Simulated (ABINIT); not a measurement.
# Cl (Cmce): G0W0 in ABINIT against the screening cutoff in the self-energy, part 2 of 2

Aim: move the screening cutoff in the self-energy of a G0W0 run on Cl (Cmce) over a wide range.

ABINIT 10.8.3; PBE and many-body steps on it, plane waves. Known limits of the many-body steps: not at the basis limit; coarse k mesh.

So far. Step 2 (Screening, 4×4×2 mesh, 360 bands, screening to 217.7 eV): Local fields lower ε∞ by 19 %. On a Γ-centred mesh this coarse the value itself is usually too large, while a short band sum pulls it down. Step 5 (2.8 Ha): The gap on the mesh goes from 2.47 eV to 5.50 eV, a correction of +3.03 eV.

## Step 6: 4 Ha

Level of this step: G0W0 on PBE, plane waves, norm-conserving pseudopotentials (ABINIT).

File run.abi:

```
acell 3*1.0 Angstrom
rprim 
  3.145000000000 -2.250000000000 0.000000000000
  3.145000000000 2.250000000000 0.000000000000
  0.000000000000 0.000000000000 8.210000000000
ntypat 1
znucl 17
natom 4
typat 1 1 1 1
xred 
  0.870000000000 0.130000000000 0.100000000000
  0.630000000000 0.370000000000 0.600000000000
  0.130000000000 0.870000000000 0.900000000000
  0.370000000000 0.630000000000 0.400000000000
pp_dirpath "pseudos"
pseudos "Cl.upf"
ecut 25
ngkpt 4 4 2
nshiftk 1
shiftk 0 0 0
kptopt 1
chksymbreak 0
istwfk *1
occopt 1
irdwfk 1
optdriver 4
nband 360
gwcalctyp 0
ecutsigx 25
symsigma 1
nkptgw 2
kptgw 
  0.5000000000 0.5000000000 0.0000000000
  0.0000000000 0.0000000000 0.0000000000
bdgw 
  13 16
  13 16
ecuteps 4
irdscr 1
ppmodel 1
indata_prefix "in"
outdata_prefix "out"
tmpdata_prefix "tmp"
```

Launch:

```sh
OMP_NUM_THREADS=1 mpirun -n 8 abinit run.abi > log
```

Output:

```text
.Version 10.8.3 of ABINIT. v10.8.2 released Aug 2026.

 Symmetries : space group Cm c a (# 64); Bravais oC (1-face-center ortho.)
[... echo of the input left out ...]
== DATASET  1 ==================================================================
-   mpi_nproc: 8, omp_nthreads: 1 (-1 if OMP is not activated)

--- !DatasetInfo
iteration_state: {dtset: 1, }
dimensions: {natom: 4, nkpt: 14, mband: 360, nsppol: 1, nspinor: 1, nspden: 1, mpw: 4726, }
cutoff_energies: {ecut:  25.0, pawecutdg:  -1.0, }
[...]
Band     E0 <VxcDFT>   SigX SigC(E0)      Z dSigC/dE  Sig(E)    E-E0       E
[...]
15   1.645 -13.980  -8.981  -3.208   0.796  -0.256 -12.554   1.426   3.071
       16   2.208 -14.626  -9.222  -3.405   0.788  -0.269 -13.050   1.576   3.783

== END DATASET(S) ==============================================================
================================================================================

 -outvars: echo values of variables after computation  --------
           etotal      0.0000000000E+00
            nband         360
             nkpt          14
          spgroup          64
 [... the other variables as echoed above ...]

 Calculation completed.
```

Run time: 20 s. Hardware: 8 MPI ranks of Arm Neoverse V2, shared host; peak memory 3.7 GiB.

Numbers from this step:

| Item | Value |
| --- | --- |
| G0W0 gap on the points computed | 5.576 eV |
| starting gap on the mesh | 2.469 eV |
| k of the valence top | 0.5, 0.5, 0 |
| k of the conduction bottom | 0, 0, 0 |
| least direct G0W0 gap on the computed points | 5.628 eV |

Against the run before, the gap moves by +0.077 eV.

## Step 7: 6 Ha

run.abi: that of step 6 with these lines changed.

```diff
@@ -37,3 +37,3 @@
   13 16
-ecuteps 4
+ecuteps 6
 irdscr 1
```

Output:

```text
.Version 10.8.3 of ABINIT. v10.8.2 released Aug 2026.

 Symmetries : space group Cm c a (# 64); Bravais oC (1-face-center ortho.)
[... echo of the input left out ...]
== DATASET  1 ==================================================================
-   mpi_nproc: 8, omp_nthreads: 1 (-1 if OMP is not activated)

--- !DatasetInfo
iteration_state: {dtset: 1, }
dimensions: {natom: 4, nkpt: 14, mband: 360, nsppol: 1, nspinor: 1, nspden: 1, mpw: 4726, }
cutoff_energies: {ecut:  25.0, pawecutdg:  -1.0, }
[...]
Band     E0 <VxcDFT>   SigX SigC(E0)      Z dSigC/dE  Sig(E)    E-E0       E
[...]
15   1.645 -13.980  -8.981  -3.270   0.792  -0.263 -12.611   1.369   3.014
       16   2.208 -14.626  -9.222  -3.468   0.783  -0.276 -13.109   1.517   3.725

== END DATASET(S) ==============================================================
================================================================================

 -outvars: echo values of variables after computation  --------
           etotal      0.0000000000E+00
            nband         360
             nkpt          14
          spgroup          64
 [... the other variables as echoed above ...]

 Calculation completed.
```

Wall time 60 s (8 MPI ranks); peak memory 6.7 GiB.

This step gave:

- G0W0 gap on the points computed: 5.624 eV
- starting gap on the mesh: 2.469 eV
- k of the valence top: 0.5, 0.5, 0
- k of the conduction bottom: 0, 0, 0
- least direct G0W0 gap on the computed points: 5.675 eV

Against the run before, the gap moves by +0.048 eV.

## Step 8: 8 Ha

run.abi: that of step 7 with these lines changed.

```diff
@@ -37,3 +37,3 @@
   13 16
-ecuteps 6
+ecuteps 8
 irdscr 1
```

Output:

```text
.Version 10.8.3 of ABINIT. v10.8.2 released Aug 2026.

 Symmetries : space group Cm c a (# 64); Bravais oC (1-face-center ortho.)
[... echo of the input left out ...]
== DATASET  1 ==================================================================
-   mpi_nproc: 8, omp_nthreads: 1 (-1 if OMP is not activated)

--- !DatasetInfo
iteration_state: {dtset: 1, }
dimensions: {natom: 4, nkpt: 14, mband: 360, nsppol: 1, nspinor: 1, nspden: 1, mpw: 4726, }
cutoff_energies: {ecut:  25.0, pawecutdg:  -1.0, }
[...]
Band     E0 <VxcDFT>   SigX SigC(E0)      Z dSigC/dE  Sig(E)    E-E0       E
[...]
15   1.645 -13.980  -8.981  -3.307   0.790  -0.265 -12.643   1.337   2.983
       16   2.208 -14.626  -9.222  -3.505   0.782  -0.278 -13.141   1.485   3.693

== END DATASET(S) ==============================================================
================================================================================

 -outvars: echo values of variables after computation  --------
           etotal      0.0000000000E+00
            nband         360
             nkpt          14
          spgroup          64
 [... the other variables as echoed above ...]

 Calculation completed.
```

Elapsed: 2.5 min, on 8 MPI ranks; peak memory 10 GiB; 20 min of CPU time.

This step gave:

```
G0W0 gap on the points computed              : 5.626 eV
starting gap on the mesh                     : 2.469 eV
k of the valence top                         : 0.5, 0.5, 0
k of the conduction bottom                   : 0, 0, 0
least direct G0W0 gap on the computed points : 5.676 eV
```

Against the run before, the gap moves by +0.002 eV.

## Step 9: Side by side

Times are wall times on 8 MPI ranks of Arm Neoverse V2, shared host, good to a factor of about two. A run's time includes the screening step that it read.

```
   run   mesh  bands  screening cutoff (eV)  DFT gap (eV)  gap on the mesh (eV)  direct (eV)  ε∞ used     time
0.8 Ha  4×4×2    360                   21.8         2.469                 5.737        5.800     2.81  6.7 min
1.6 Ha  4×4×2    360                   43.5         2.469                 5.596        5.632     2.81  6.8 min
2.8 Ha  4×4×2    360                   76.2         2.469                 5.499        5.550     2.81  6.8 min
  4 Ha  4×4×2    360                  108.8         2.469                 5.576        5.628     2.81    7 min
  6 Ha  4×4×2    360                  163.3         2.469                 5.624        5.675     2.81  7.6 min
  8 Ha  4×4×2    360                  217.7         2.469                 5.626        5.676     2.81  9.1 min
```

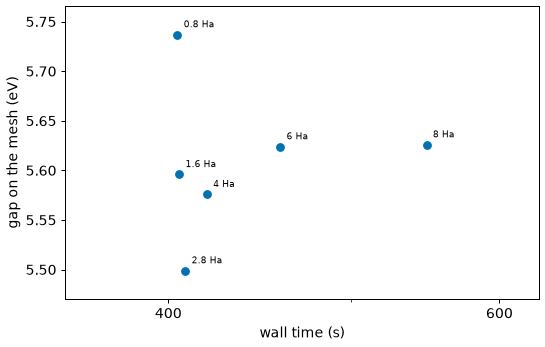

Result against wall time.

## Step 10: Summary of results

```yaml
0p8_ha: 5.737 eV
1p6_ha: 5.596 eV
2p8_ha: 5.499 eV
4_ha: 5.576 eV
6_ha: 5.624 eV
8_ha: 5.626 eV
known_limits: not at the basis limit; coarse k mesh
```

What this shows: The setting moved: screening cutoff in the self-energy. From 0.8 Ha to 8 Ha the gap moves by −0.11 eV, not steadily: it passes through 5.50 eV. It holds to 0.03 eV from 6 Ha on. Bands and screening cutoff are coupled, so a series along one setting does not show full convergence. Bands and cutoff are finite, so the gap is not at the basis limit. The miss can reach some tenths of an eV and take either sign; the mesh is an error of its own. In the G0W0 runs levels were corrected at 2 k points alone, so a gap called «on the mesh» is the least over those, and an edge elsewhere would be missed. The 4×4×2 mesh is coarse for this cell, which bears on the long-range parts of exchange and screening.

[Paths, hosts, dates, memory and timing lines, banners, echoed tables and standing remarks are left out of the program output.]

[Logs are printed without paths, hosts, clocks, repeated set-up lines and the standing remarks that a program may print on its own settings, such as how far it seeks lower states.]

[Runs of the session that timed out or met a known fault of the program may be left out.]

[Hosts, paths, dates, database ids (printed as entryN), source tags and the programs' standing remarks are cut or masked in the printed files.]

[G0W0 gaps are taken among the corrected bands and points alone; a level outside them can change the order at an edge.]

[Where Ansatz stands beside ABINIT at settings called matched, ABINIT's density can come from a denser mesh and the files from another edition; pairs whose starting gaps differed by over 0.03 eV were left out, so agreement reads better than it is.]
